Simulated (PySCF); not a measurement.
SMILES [NH2][Sn]([NH2])([F])[Br], PBE0/def2-SVP optimised geometry. Atoms within 1.6 Å of the plane z = 0.0 Å (x, y, z in Å): Sn2 (-0.83, -0.89, 0.00), N3 (1.18, -0.89, 0.00), F4 (-1.58, 0.89, 0.00), H8 (1.58, -0.23, 0.67), H9 (1.57, -0.70, -0.92).

Calculation: PySCF with PBE0/def2-TZVP, def2 effective core potentials past Kr. The core electrons that the potentials of Sn replace are not part of the density. Cells within 0.4 Å of a nucleus heavier than hydrogen are left out (blank, or x).

Map of the log10 of the electron density (e/bohr³), floored at −4 on the plane z = 0.0 Å:

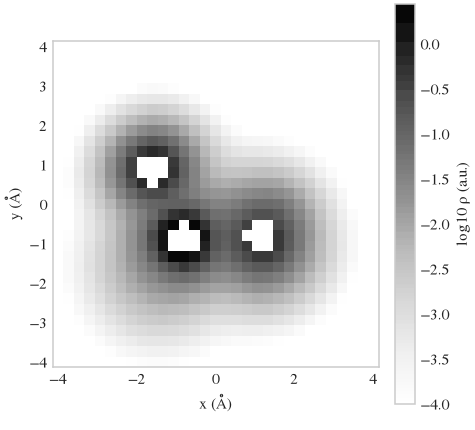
Figure: Log10 of the electron density (e/bohr³), floored at −4 on the plane z = 0.0 Å.
